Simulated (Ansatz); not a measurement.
Level of theory: PBE (plane waves to 420 eV, PAW; Ansatz, a program for electronic structure).

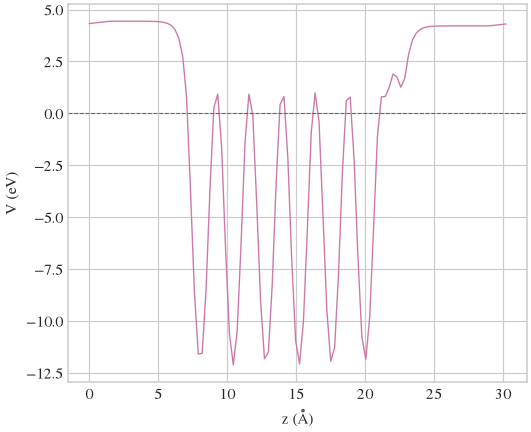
*Plane-averaged electrostatic potential energy along the normal, in eV from the Fermi level, for a constructed model of the (111) surface of fcc Ag, p(2x2) layer of Sn, one a cell, on the site that continues the host's stacking (bottom of the slab: a bare face, its two planes held)*

Slab: 25 atoms, 14.4 Å thick at the start with caps and adatoms; k 8x8x1, smearing 0.1 eV, dipole-corrected; 8 atoms held, the rest relaxed; start symmetry kept, larger cells not searched; no spin, no spin-orbit, no U. It is one candidate, not shown to be the stable structure of the face.

The vacuum level lies 4.21 eV above the Fermi level over the top face and 4.44 eV above it under the bottom face.
